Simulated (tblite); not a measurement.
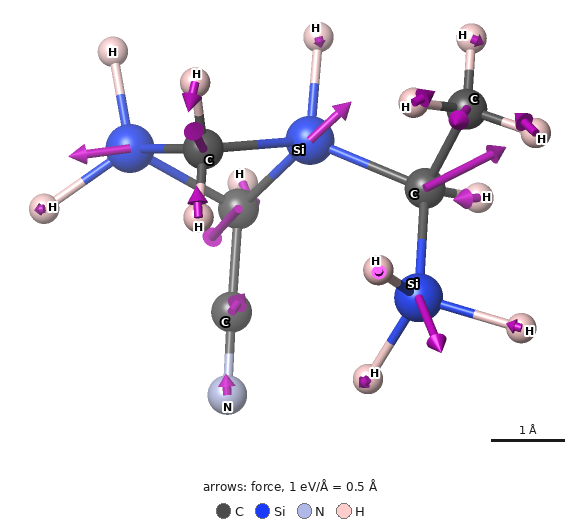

Starting geometry of C$_{5}$H$_{13}$NSi$_{3}$ with the computed forces as purple arrows. Style: ball-and-stick. Shown at a tilt.

Method: GFN2-xTB geometry optimisation, gas phase (tblite). 

**Is this structure relaxed? If not, where do the atoms go?**

It isn't relaxed: the largest force vector, on C atoms, is 2.77 eV/Å. The final displacements have little in common with the starting forces (cosine between the two patterns 0.08). The largest move after the best rigid fit is that of an H atom, 1.84 Å. By element the largest moves are H 1.84 Å, N 1.54 Å, C 0.90 Å, Si 0.79 Å. Near-neighbour distances that change, for instance: C–Si 1.842 → 1.943 Å, C–Si 1.829 → 1.912 Å, C–Si 1.860 → 1.920 Å, C–Si 1.886 → 1.934 Å. Among the angles between lasting bonds that change: H–C–H 114.5° → 106.5°, Si–C–Si 85.0° → 92.9°, C–C–H 115.5° → 108.3°. Groups turn about C–Si by about 45°, C–Si by about 45°, C–Si by about 40°. Over 160 geometry steps the energy falls by 0.975 eV.
